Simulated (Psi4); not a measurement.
**A workflow on CH5BO2 (SMILES COBO)**

Wanted: a geometry optimisation (singlet CH5BO2, MP2/def2-SVPD), then the energy (doublet [CH5BO2]+, UMP2/def2-SVPD), then a geometry optimisation (doublet [CH5BO2]+, UMP2/def2-SVPD), then the energy (doublet [CH5BO2]−, UMP2/def2-SVPD), then a structure relaxation (doublet [CH5BO2]−, UMP2/def2-SVPD) of CH5BO2. 

The calculation is run with Psi4 1.11.

## (1) The structure to begin with

CH5BO2: 9 atoms, total charge 0, spin state singlet. As SMILES, `COBO`. The shape is that of a PBE0-D4/def2-TZVP optimisation. This is one conformer, not always the lowest. The run starts from this shape.

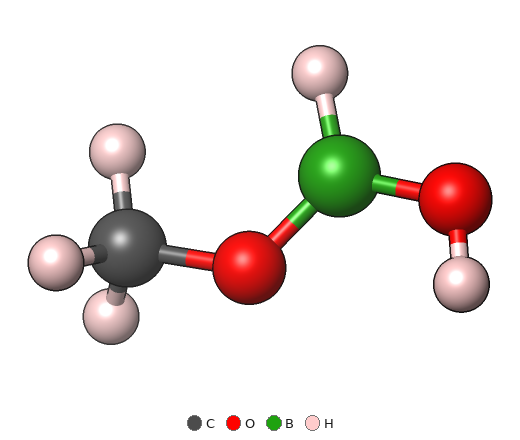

Viewed from a chosen angle; carbon dark grey, oxygen red, boron green, hydrogen pink.

## (2) A structure relaxation at MP2/def2-SVPD (density fitting, density fitting for correlation) (run 1)

calc.inp reads:

```
memory 1600 mb

molecule system {
  0 1
  C      0.53252482     1.51537138    -1.99819640
  O     -0.21448392     0.85944744     0.47432126
  B     -0.25492405    -1.57622056     1.26914007
  O     -0.99135032    -2.11365867     3.66323409
  H      1.07355341    -0.15080014    -3.09461550
  H      2.13803614     2.80888891    -1.90144243
  H     -1.02952279     2.47081691    -2.95118529
  H      0.34752063    -3.28509990    -0.08995096
  H     -1.43411316    -0.61661763     4.59619188
  units bohr
  symmetry c1
}

set basis def2-SVPD
set reference rhf
set num_frozen_docc 4

optimize('mp2')
```

Started as:

```sh
psi4 calc.inp calc.out -n 1
```

calc.out:

```text
[...]
  Running in c1 symmetry.
[...]
  Nuclear repulsion =  115.438950572107544
[...]
  Multiplicity = 1
[...]
  Nalpha       = 16
  Nbeta        = 16
[...]
    Number of basis functions: 126
[...]
   @DF-RHF iter   1:  -215.01517373071385   -8.57755e-01   4.10291e-03 DIIS/ADIIS
[...]
   @DF-RHF iter  11:  -215.13252582524308    2.84217e-14   3.76788e-11 DIIS
[...]
    Orbital Energies [Eh]
    ---------------------
    Doubly Occupied:
       1A    -20.570606     2A    -20.567578     3A    -11.297547
       4A     -7.651886     5A     -1.372219     6A     -1.331918
       7A     -0.937404     8A     -0.756622     9A     -0.706804
      10A     -0.657205    11A     -0.642628    12A     -0.560566
      13A     -0.543822    14A     -0.537057    15A     -0.487084
      16A     -0.467178
[...]
  @DF-RHF Final Energy:  -215.13252582524308
   => Energetics <=
    Nuclear Repulsion Energy =            114.5687042202762171
    One-Electron Energy =                -521.2262088285995105
    Two-Electron Energy =                 191.5249787830802006
    Total Energy =                       -215.1325258252430785
[...]
 Multipole Moments:
 ------------------------------------------------------------------------------------
     Multipole            Electronic (a.u.)      Nuclear  (a.u.)        Total (a.u.)
 ------------------------------------------------------------------------------------
 L = 1.  Multiply by 2.5417464519 to convert [e a0] to [Debye]
 Dipole X            :         -1.0442955            1.1596971            0.1154016
 Dipole Y            :         -1.4492633            2.0209798            0.5717166
 Dipole Z            :          3.5825335           -4.1021826           -0.5196491
 Magnitude           :                                                    0.7811610
[...]
  -Total Gradient:
     Atom            X                  Y                   Z
    ------   -----------------  -----------------  -----------------
       1        0.000047804241     0.000061546386    -0.000130712714
       2       -0.000008640785    -0.000043636615     0.000221382375
       3       -0.000146735356    -0.000065257736    -0.000116388326
       4        0.000032596746     0.000019385562     0.000087624709
       5       -0.000014039516     0.000077616491     0.000019054288
       6       -0.000046564320    -0.000039516763    -0.000057203140
       7        0.000071614353    -0.000034300940    -0.000010798829
       8        0.000041335270     0.000050491869     0.000057405565
       9        0.000022629367    -0.000026328254    -0.000070363928
[...]
```

The script printed:

```text
Optimizer: Optimization complete!
```

It took 33 s on 1 thread of Intel Xeon Platinum 8259CL at 2.50GHz (Skylake/Cascade Lake), shared host; peak memory 0.36 GiB.

Step by step:

```tsv
step	energy from the first frame kept (eV)	largest force (eV/Å)
0	0.0000	0.5096
1	-0.0107	0.1068
2	-0.0112	0.0537
3	-0.0111	0.0558
4	-0.0112	0.0116
```

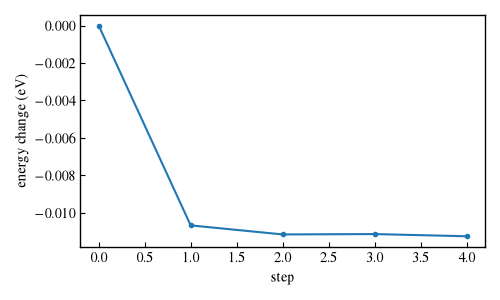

Energy along the run.

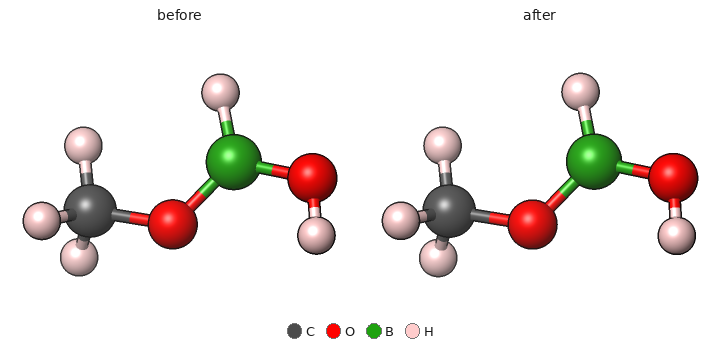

Before and after, at one scale.

After the run. Bond lengths: C1–O2 1.423 Å, O2–B3 1.368 Å, B3–O4 1.368 Å, C1–H5 1.099 Å, C1–H6 1.097 Å, C1–H7 1.097 Å, B3–H8 1.201 Å, O4–H9 0.967 Å. Some angles: C1–O2–B3 121.9°, O2–B3–O4 119.4°, O2–C1–H5 111.3°, O2–C1–H6 109.0°, O2–C1–H7 109.0°, O2–B3–H8 121.7°, O4–B3–H8 118.8°, B3–O4–H9 111.7°, H5–C1–H6 109.2°, H5–C1–H7 109.2°.

## (3) The doublet cation: the energy at UMP2/def2-SVPD (density fitting, density fitting for correlation) (run 2)

calc.dat reads:

```
memory 1.6 GB

molecule mol {
  1 2
  C      0.284870     0.811061    -1.071229
  O     -0.115986     0.457935     0.247755
  B     -0.132567    -0.841440     0.673766
  O     -0.526778    -1.124753     1.952258
  H      0.566737    -0.076471    -1.654591
  H      1.142501     1.492860    -1.013011
  H     -0.546016     1.323833    -1.571742
  H      0.192807    -1.746482    -0.045913
  H     -0.764353    -0.323751     2.438516
  symmetry c1
}

set globals {
  basis def2-SVPD
  reference uhf
  num_frozen_docc 4
}

energy('mp2')
```

Started as:

```sh
psi4 -i calc.dat -o calc.out -n 1
```

calc.out:

```text
[...]
  Running in c1 symmetry.
[...]
  Nuclear repulsion =  114.568697239575670
[...]
  Multiplicity = 2
[...]
  Nalpha       = 16
  Nbeta        = 15
[...]
    Number of basis functions: 126
[...]
   @DF-UHF iter   1:  -214.58692388576611   -4.99293e-01   3.79727e-03 DIIS/ADIIS
[...]
   @DF-UHF iter  21:  -214.74993363142914   -2.57273e-10   6.98528e-09 DIIS
[...]
   @S^2 Observed:                7.706123037E-01
[...]
    Orbital Energies [Eh]
    ---------------------
    Alpha Occupied:
       1A    -21.010721     2A    -20.813721     3A    -11.558244
       4A     -7.918935     5A     -1.794811     6A     -1.582830
       7A     -1.248554     8A     -1.069802     9A     -1.065420
      10A     -0.991789    11A     -0.973435    12A     -0.822465
      13A     -0.808719    14A     -0.807130    15A     -0.770703
      16A     -0.755440
    Alpha Virtual:
      17A     -0.090418    18A     -0.085092    19A     -0.056507
      20A     -0.033819    21A     -0.022450    22A     -0.013812
      23A      0.003214    24A      0.021007    25A      0.041214
[...]
  @DF-UHF Final Energy:  -214.74993363142914
   => Energetics <=
    Nuclear Repulsion Energy =            114.5686972395756698
    One-Electron Energy =                -512.0445160073378474
    Two-Electron Energy =                 182.7258851363330336
    Total Energy =                       -214.7499336314291440
  UHF NO Occupations:
  HONO-2 :   14  A 1.9980927
  HONO-1 :   15  A 1.9941144
[...]
 Multipole Moments:
 ------------------------------------------------------------------------------------
     Multipole            Electronic (a.u.)      Nuclear  (a.u.)        Total (a.u.)
 ------------------------------------------------------------------------------------
 L = 1.  Multiply by 2.5417464519 to convert [e a0] to [Debye]
 Dipole X            :         -0.8701852            1.1596984            0.2895131
 Dipole Y            :         -0.7573243            2.0209802            1.2636559
 Dipole Z            :          2.8516057           -4.1021839           -1.2505782
 Magnitude           :                                                    1.8012746
[...]
```

It took 6.3 s on 1 thread of Intel Xeon Platinum 8259CL at 2.50GHz (Skylake/Cascade Lake), shared host; peak memory 0.24 GiB.

## (4) The doublet cation: a geometry optimisation at UMP2/def2-SVPD (density fitting, density fitting for correlation) (run 3)

run.py reads:

```python
import psi4

psi4.set_memory(1600000000)
psi4.set_num_threads(1)
psi4.core.set_output_file('run.log', False)

mol = psi4.geometry("""
1 2
C      0.284870     0.811061    -1.071229
O     -0.115986     0.457935     0.247755
B     -0.132567    -0.841440     0.673766
O     -0.526778    -1.124753     1.952258
H      0.566737    -0.076471    -1.654591
H      1.142501     1.492860    -1.013011
H     -0.546016     1.323833    -1.571742
H      0.192807    -1.746482    -0.045913
H     -0.764353    -0.323751     2.438516
symmetry c1
""")

psi4.set_options({
    'reference': 'uhf',
    'geom_maxiter': 50,
    'num_frozen_docc': 4,
})

result, w = psi4.optimize("mp2/def2-SVPD", return_wfn=True)
print(f'mp2/def2-SVPD energy: {result:.10f} Eh')
print(mol.to_string(dtype='xyz', units='Angstrom'))
```

Started as:

```sh
python run.py
```

run.log:

```text
[...]
  Running in c1 symmetry.
[...]
  Nuclear repulsion =  114.568697239575670
[...]
  Multiplicity = 2
[...]
  Nalpha       = 16
  Nbeta        = 15
[...]
    Number of basis functions: 126
[...]
   @DF-UHF iter   1:  -214.58692388576628   -4.99293e-01   3.79727e-03 ADIIS/DIIS
[...]
	DF-SCS-MP2 Total Energy (a.u.)     :  -215.31850771194249
	DF-SOS-MP2 Total Energy (a.u.)     :  -215.31496212562749
[...]
   @DF-UHF iter  18:  -214.74807472723433    2.84217e-14   6.89469e-11 DIIS
[...]
   @S^2 Observed:                7.763185548E-01
[...]
  @DF-UHF Final Energy:  -214.74807472723433
   => Energetics <=
    Nuclear Repulsion Energy =            115.2492365690693532
    One-Electron Energy =                -513.9867117247242732
    Two-Electron Energy =                 183.9894004284205948
    Total Energy =                       -214.7480747272343251
  UHF NO Occupations:
  HONO-2 :   14  A 1.9983942
  HONO-1 :   15  A 1.9899589
[...]
 Multipole Moments:
 ------------------------------------------------------------------------------------
     Multipole            Electronic (a.u.)      Nuclear  (a.u.)        Total (a.u.)
 ------------------------------------------------------------------------------------
 L = 1.  Multiply by 2.5417464519 to convert [e a0] to [Debye]
 Dipole X            :         -0.7283077            1.1373954            0.4090876
 Dipole Y            :         -0.9279486            2.4807138            1.5527651
 Dipole Z            :          2.4634329           -4.1551655           -1.6917327
 Magnitude           :                                                    2.3324647
[...]
	DF-SCS-MP2 Total Energy (a.u.)     :  -215.33698329937116
	DF-SOS-MP2 Total Energy (a.u.)     :  -215.33111661732249
	DF-SCS(N)-MP2 Total Energy (a.u.)  :  -215.01585551457924
[...]
	DF-MP2 Total Energy (a.u.)         :  -215.34871666346842
[...]
    Final optimized geometry and variables:
    Molecular point group: c1
    Full point group: C1
    Geometry (in Angstrom), charge = 1, multiplicity = 2:
    C            0.410486344480     0.874949104602    -1.500063287831
    O            0.031589390499     0.630462250501    -0.286268777527
    B           -0.010289012835    -0.746030760254     0.252947219174
    O           -0.408378777990    -0.892389203511     1.501025944901
    H            0.716627004621     0.070210330747    -2.177924427824
    H            1.067476380704     1.840808248322    -1.553890963873
    H           -0.241242293740     1.712403851662    -1.988681746654
    H            0.320074269842    -1.620967627686    -0.483155032903
    H           -0.658209546880    -0.113842810435     2.022419553709
[...]
```

Wall time 4.7 min (1 thread of Intel Xeon Platinum 8259CL at 2.50GHz (Skylake/Cascade Lake), shared host); peak memory 0.76 GiB.

Steps, from the record of the run:

```tsv
step	energy from the first frame kept (eV)	largest force (eV/Å)
0	0.0000	5.5203
1	-0.3839	2.7472
2	-0.5210	0.6974
3	-0.5429	0.3448
4	-0.5468	0.2070
5	-0.5478	0.1560
6	-0.5493	0.1275
7	-0.5540	0.1839
8	-0.0749	7.7820
9	-0.5551	1.4184
10	-0.5925	1.5492
11	-0.3448	6.7919
12	-0.5222	4.0995
13	-0.6026	1.0461
14	-0.6262	0.3470
15	-0.6233	0.4877
16	-0.6289	0.0853
17	-0.6290	0.0248
18	-0.6291	0.0138
```

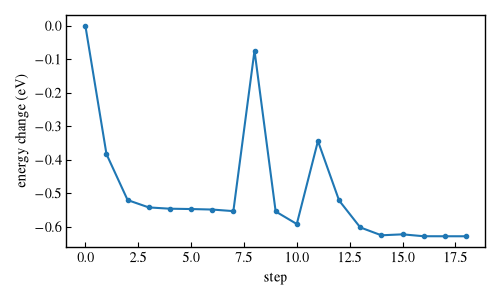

Energy along the run.

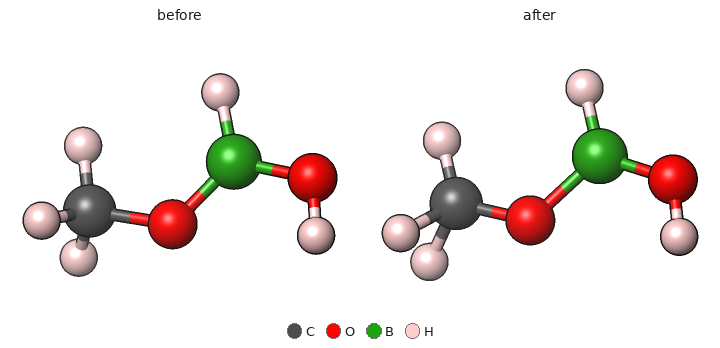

Before and after, at one scale.

After the run. Bond lengths: C1–O2 1.295 Å, O2–B3 1.479 Å, B3–O4 1.318 Å, C1–H5 1.096 Å, C1–H6 1.169 Å, C1–H7 1.168 Å, B3–H8 1.190 Å, O4–H9 0.970 Å. Some angles: C1–O2–B3 121.7°, O2–B3–O4 117.2°, O2–C1–H5 121.5°, O2–C1–H6 111.3°, O2–C1–H7 111.4°, O2–B3–H8 116.8°, O4–B3–H8 126.0°, B3–O4–H9 119.9°, H5–C1–H6 114.9°, H5–C1–H7 115.1°.

## (5) The doublet anion: a single-point energy at UMP2/def2-SVPD (density fitting, density fitting for correlation) (run 4)

job.dat reads:

```
memory 1.6 GB

molecule {
  -1 2
  C      0.284870     0.811061    -1.071229
  O     -0.115986     0.457935     0.247755
  B     -0.132567    -0.841440     0.673766
  O     -0.526778    -1.124753     1.952258
  H      0.566737    -0.076471    -1.654591
  H      1.142501     1.492860    -1.013011
  H     -0.546016     1.323833    -1.571742
  H      0.192807    -1.746482    -0.045913
  H     -0.764353    -0.323751     2.438516
  symmetry c1
}

set globals {
  basis           def2-SVPD
  reference       uhf
  num_frozen_docc 4
}

e_tot, wfn = energy('mp2', return_wfn=True)
```

Started as:

```sh
psi4 -i job.dat -o job.out -n 1
```

job.out:

```text
[...]
  Running in c1 symmetry.
[...]
  Nuclear repulsion =  114.568697239575670
[...]
  Multiplicity = 2
[...]
  Nalpha       = 17
  Nbeta        = 16
[...]
    Number of basis functions: 126
[...]
   @DF-UHF iter   1:  -214.79573700082977   -7.08106e-01   4.98891e-03 DIIS/ADIIS
[...]
   @DF-UHF iter  26:  -215.01395733933199    1.19002e-10   8.70270e-09 DIIS
[...]
   @S^2 Observed:                7.556135988E-01
[...]
    Orbital Energies [Eh]
    ---------------------
    Alpha Occupied:
       1A    -20.367359     2A    -20.365273     3A    -11.126843
       4A     -7.427868     5A     -1.175530     6A     -1.136926
       7A     -0.759507     8A     -0.559345     9A     -0.514393
      10A     -0.468812    11A     -0.467147    12A     -0.368123
      13A     -0.365526    14A     -0.342445    15A     -0.292107
      16A     -0.280777    17A      0.107398
    Alpha Virtual:
      18A      0.196889    19A      0.232477    20A      0.260127
      21A      0.289412    22A      0.314717    23A      0.316286
      24A      0.334426    25A      0.336894    26A      0.358232
[...]
  @DF-UHF Final Energy:  -215.01395733933199
   => Energetics <=
    Nuclear Repulsion Energy =            114.5686972395756698
    One-Electron Energy =                -527.3387843862260524
    Two-Electron Energy =                 197.7561298073183877
    Total Energy =                       -215.0139573393319949
  UHF NO Occupations:
  HONO-2 :   15  A 1.9996826
  HONO-1 :   16  A 1.9978252
[...]
 Multipole Moments:
 ------------------------------------------------------------------------------------
     Multipole            Electronic (a.u.)      Nuclear  (a.u.)        Total (a.u.)
 ------------------------------------------------------------------------------------
 L = 1.  Multiply by 2.5417464519 to convert [e a0] to [Debye]
 Dipole X            :         -1.3507358            1.1596984           -0.1910374
 Dipole Y            :         -0.1075658            2.0209802            1.9134144
 Dipole Z            :          4.1196225           -4.1021839            0.0174385
 Magnitude           :                                                    1.9230065
[...]
```

It took 5.7 s on 1 thread of Intel Xeon Platinum 8259CL at 2.50GHz (Skylake/Cascade Lake), shared host; peak memory 0.24 GiB.

## (6) The doublet anion: a geometry optimisation at UMP2/def2-SVPD (density fitting, density fitting for correlation) (run 5)

ch5bo2.xyz reads:

```xyz
9
CH5BO2
C      0.284870     0.811061    -1.071229
O     -0.115986     0.457935     0.247755
B     -0.132567    -0.841440     0.673766
O     -0.526778    -1.124753     1.952258
H      0.566737    -0.076471    -1.654591
H      1.142501     1.492860    -1.013011
H     -0.546016     1.323833    -1.571742
H      0.192807    -1.746482    -0.045913
H     -0.764353    -0.323751     2.438516
```

calc.py reads:

```python
import psi4

psi4.set_memory(1600000000)
psi4.set_num_threads(1)
psi4.core.set_output_file('psi4.out', False)

with open('ch5bo2.xyz') as f:
    atoms = ''.join(f.readlines()[2:])
mol = psi4.geometry('-1 2\n' + atoms + 'symmetry c1')

psi4.set_options({
    'reference': 'uhf',
    'geom_maxiter': 50,
    'num_frozen_docc': 4,
})

result, w = psi4.optimize("mp2/def2-SVPD", molecule=mol, return_wfn=True)
print(f'mp2/def2-SVPD energy: {result:.10f} Eh')
mol.save_xyz_file('final.xyz', False)
```

Started as:

```sh
python calc.py
```

psi4.out:

```text
gradient() will perform analytic gradient computation.
    For method 'MP2', SCF Algorithm Type (re)set to DISK_DF.

   => Loading Basis Set <=

    Name: DEF2-SVPD
    Role: ORBITAL
    Keyword: BASIS

         ---------------------------------------------------------
                                   SCF
                              UHF Reference
                        1 Threads,   1525 MiB Core
         ---------------------------------------------------------

  ==> Geometry <==

    Molecular point group: c1
    Full point group: C1

    Geometry (in Angstrom), charge = -1, multiplicity = 2:

[... 96 lines left out ...]
   @DF-UHF iter   5:  -215.01162688687342   -1.58819e-03   1.19456e-04 ADIIS/DIIS
[... 12 lines left out ...]
   @DF-UHF iter  49:  -215.01395733931119    7.38964e-13   1.71525e-10 DIIS
[... 62 lines left out ...]
    One-Electron Energy =                -527.3387843552613958
[... 125 lines left out ...]
  MAX_MOGRAD_CONVERGENCE        => (empty)
[... 199 lines left out ...]
	                                 ==> Convergence Check <==
[... 89 lines left out ...]
   @DF-UHF iter   7:  -214.95243148423384   -8.36075e-04   5.27244e-05 DIIS
[... 12 lines left out ...]
   @DF-UHF iter 100:  -214.95507603711411   -7.04313e-05   6.21280e-05 DIIS
[... 1 line left out ...]
PsiException: Could not converge SCF iterations in 100 iterations.

  Failed to converge.

[set-up sections that repeat, and orbital energies of the middle runs, are left out above]
```

Wall time 8.6 min (1 thread of Intel Xeon Platinum 8259CL at 2.50GHz (Skylake/Cascade Lake), shared host); peak memory 0.77 GiB.

The run stopped without converging.

## (7) Summary of results

| quantity | value |
| --- | --- |
| run 1, MP2/def2-SVPD: total energy at the end | -215.75834 Eh |
| run 1, MP2/def2-SVPD: correlation energy (4 core orbitals frozen) | -625.8 mEh |
| doublet cation, run 2: total energy | -215.32560 Eh |
| doublet cation, run 2: HOMO energy (Hartree–Fock orbitals) (highest over α and β) | -19.87 eV |
| doublet cation, run 2: LUMO energy (Hartree–Fock orbitals) (lowest over α and β) | -8.23 eV |
| doublet cation, run 2: correlation energy (4 core orbitals frozen) | -575.7 mEh |
| doublet cation, run 2: ⟨S²⟩ of the reference determinant | 0.771 |
| doublet cation, run 3: total energy at the end | -215.34872 Eh |
| doublet cation, run 3: HOMO energy (Hartree–Fock orbitals) (highest over α and β) | -19.78 eV |
| doublet cation, run 3: LUMO energy (Hartree–Fock orbitals) (lowest over α and β) | -7.45 eV |
| doublet cation, run 3: correlation energy (4 core orbitals frozen) | -600.6 mEh |
| doublet cation, run 3: ⟨S²⟩ of the reference determinant | 0.776 |
| doublet anion, run 4: total energy | -215.65709 Eh |
| doublet anion, run 4: HOMO energy (Hartree–Fock orbitals) (highest over α and β) | 2.92 eV |
| doublet anion, run 4: LUMO energy (Hartree–Fock orbitals) (lowest over α and β) | 5.36 eV |
| doublet anion, run 4: correlation energy (4 core orbitals frozen) | -643.1 mEh |
| doublet anion, run 4: ⟨S²⟩ of the reference determinant | 0.756 |
| doublet anion, run 5 | no result (not converged) |
| adiabatic ionisation energy (to the doublet cation, no zero-point term) | 11.147 eV |

In words: The adiabatic ionisation energy (to the doublet cation, no zero-point term) is 11.15 eV (257 kcal/mol). The optimisation (run 1, MP2/def2-SVPD) took 5 steps and changed the energy by -0.011 eV. The optimisation (doublet cation, run 3) took 19 steps and changed the energy by -0.629 eV. The HOMO (doublet anion, run 4) lies at positive energy, 2.92 eV: the electron is unbound at this level or held by a compact basis; values depend on the basis. 1 of the 5 runs did not end normally.
